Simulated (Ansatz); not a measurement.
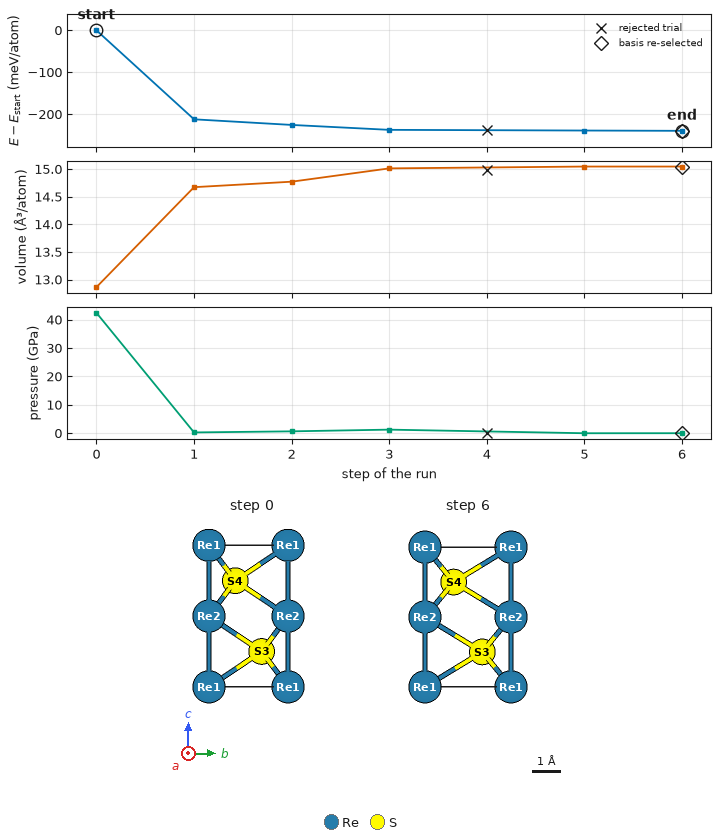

First and last geometry of a relaxation of crystalline ReS (built on the nickel arsenide type) (coarse preliminary run), with the history of the run. A ball-and-stick model of the cell of the calculation, seen along the a axis.

Theory: DFT r2SCAN, scalar-relativistic, plane waves, PAW in Ansatz. (plane-wave cutoff 500 eV; k-point mesh 6 × 6 × 4; occupations gaussian; smearing width 0.1 eV; no spin polarisation; cell and atoms relaxed; force threshold 0.05 eV/Å; at most 80 steps)

### Read the history and describe the run.

It converged. After 4 accepted moves (6 points after the start) the energy has fallen by 239 meV per atom. All forces vanish by symmetry, so only the cell relaxes. The pressure goes from 42.43 to 0.02 GPa. The line search rejected the trial step at point 4 of the run. The SCF was repeated once at an unchanged geometry on a basis and grid sized afresh for the cell, which shifted the energy by 0.7 meV per atom at most. The atoms keep their places relative to the cell (all moves are under 0.005 Å). The drawn cell changes as follows: a = b 3.372 → 3.670 Å (+8.8 %), c 5.226 → 5.160 Å (−1.3 %); the volume changes by +17.0 %. Some distances before and after: Re1–S3 2.344 → 2.481 Å, Re1–Re2 2.613 → 2.580 Å. Bond angles that change, for instance: Re1–S3–Re2 67.7° → 62.7°, Re1–S3–Re1 92.0° → 95.4°. The space group stays P6_3/mmc (No. 194).
